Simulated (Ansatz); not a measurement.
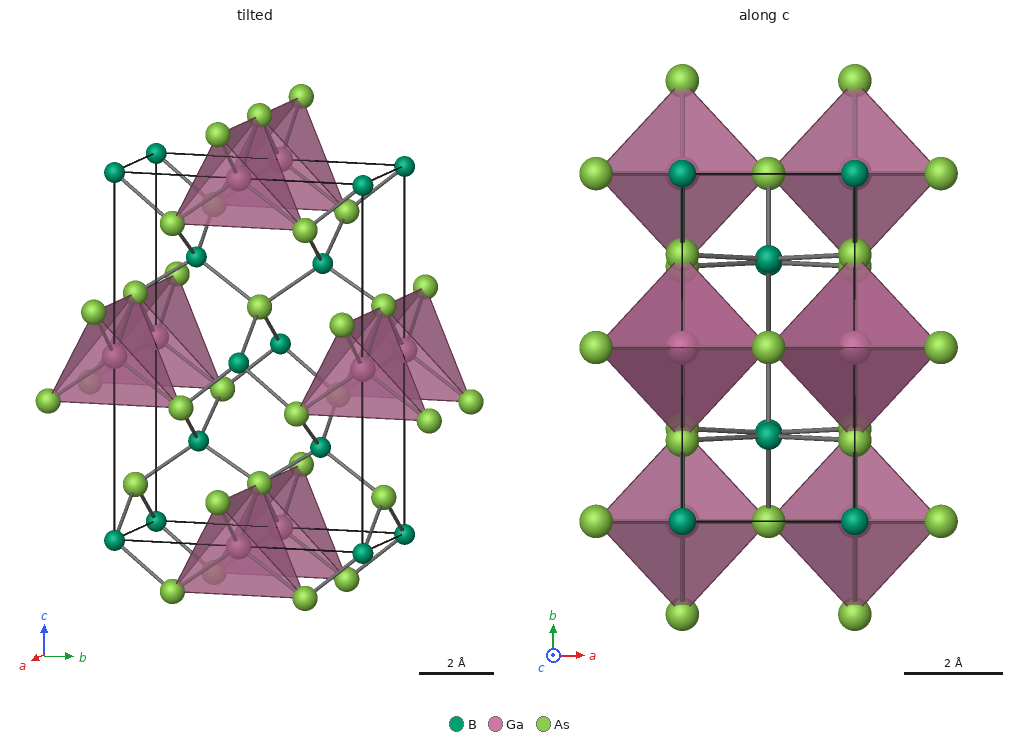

The figure gives a polyhedral picture of the atoms, viewed slightly off an axis and along the c axis. The wireframe shows the conventional unit cell. Some neighbours outside the box are added.

GaB3As4, space group Amm2 (No. 38), a = 3.531 Å, b = 7.119 Å, c = 10.112 Å, α = 90.00°, β = 90.00°, γ = 90.00°. Provenance: a structure type filled with these elements by a generator (whether the compound takes this form wasn't checked). Earlier steps of the study may have refined or changed the cell and positions. It was the input of a calculation with Ansatz.

This one geometry was computed with Ansatz (DFT, plane waves, PAW) at five levels of theory: HSE06, PBE0, r2SCAN, PBE and PBE with spin-orbit coupling. It was relaxed beforehand with r2SCAN.

**Which level gives the highest pressure at this volume, and what does that say about its equilibrium volume?**

Highest: PBE (2.3 GPa) and PBE with spin-orbit coupling (2.3 GPa), which points to the largest equilibrium volume. Lowest, with the smallest volume: HSE06 (-0.4 GPa) and PBE0 (-0.5 GPa). Levels within 0.5 GPa of each other can't be told apart.

**How does the band gap change with the level of theory?**

PBE with spin-orbit coupling: a gap of 0.33 eV, indirect; PBE: a gap of 0.36 eV, indirect; r2SCAN: a gap of 0.61 eV, indirect; HSE06: a gap of 1.05 eV, indirect; PBE0: a gap of 1.72 eV, indirect.

**Collect the results in a table.**

| level | cutoff (eV) | k-mesh of the run's cell | gap (eV) | pressure (GPa) |
| --- | --- | --- | --- | --- |
| HSE06 | 420 | 4×4×4 | 1.05 | -0.4 |
| PBE0 | 420 | 4×4×4 | 1.72 | -0.5 |
| r2SCAN | 500 | 8×4×4 | 0.61 | 0.0 |
| PBE | 420 | 8×4×4 | 0.36 | 2.3 |
| PBE with spin-orbit coupling | 420 | 8×4×4 | 0.33 | 2.3 |

Gaps are taken on the k-mesh or band path of each run.
